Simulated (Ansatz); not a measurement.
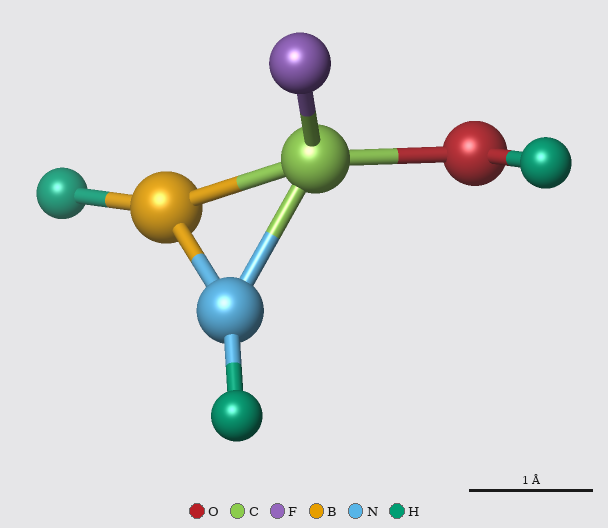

Rendered structure (ball-and-stick style).

Computed geometry: PBE0-D4/def2-TZVP optimisation.

Identify the structure.

It has 8 atoms: 1 carbon, 3 hydrogen, 1 boron, 1 fluorine, 1 nitrogen and 1 oxygen (CH₃BFNO). Its SMILES string is `O[C@@]1(F)BN1`. Independent rings (smallest set): 1 of 3 members. Among its groups: alcohol, C–F bond, B–H bond. The point group is C1. Coordination, clear cases only: 1 O bent.

The parts below concern this one geometry. Atoms keep their numbers from picture to picture.

### Geometry

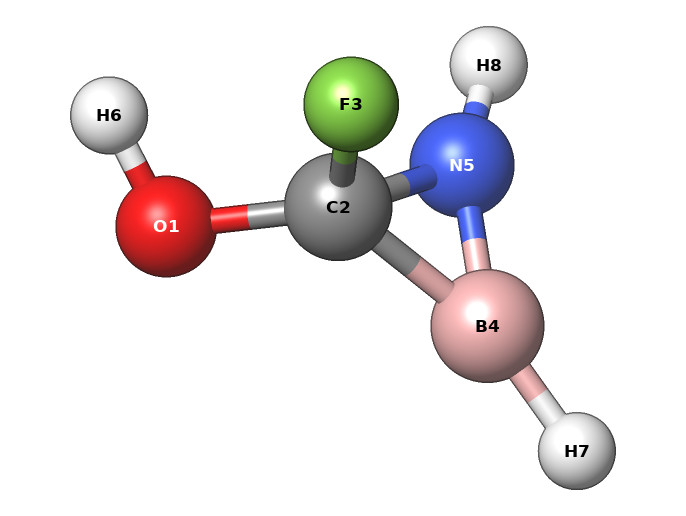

Numbered structure.

Which atoms are bonded, and how long are the bonds?

```tsv
bond	length (Å)	order
O1–C2	1.366	single
O1–H6	0.965	single
C2–F3	1.380	single
C2–B4	1.539	single
C2–N5	1.418	single
B4–N5	1.362	single
B4–H7	1.182	single
N5–H8	1.008	single
```

### Vibrations

Harmonic vibrations computed with RKS PBE0-D4/def2-TZVP (Ansatz 0.2.0) at a stationary point of the same level.

**List the wavenumbers.**

18 modes: 274, 305, 414, 490, 523, 560, 758, 814, 870, 938, 1043, 1083, 1230, 1410, 1493, 2761, 3608, 3799 cm⁻¹.

### Electronic properties

Method: RKS ωB97M-V/def2-QZVPP (Ansatz 0.2.0).

Computed properties:

- HOMO energy (Kohn–Sham orbital): −10.19 eV
- LUMO energy (Kohn–Sham orbital): 1.42 eV
- HOMO–LUMO gap: 11.61 eV

### Charges

The questions are on Mulliken charges. Properties computed with RKS PBE-D4/def2-TZVPP (Ansatz 0.2.0).

**Which atom carries the highest charge (most positive or least negative)?**

C2 (0.26 e).

**And the lowest?**

O1 (−0.27 e).

List the Mulliken charges.

| atom | value (e) |
| --- | --- |
| O1 | −0.27 |
| C2 | 0.26 |
| F3 | −0.19 |
| B4 | −0.10 |
| N5 | −0.08 |
| H6 | 0.18 |
| H7 | 0.03 |
| H8 | 0.18 |

Mulliken values depend strongly on the basis set and can even reverse the polarity of a bond.
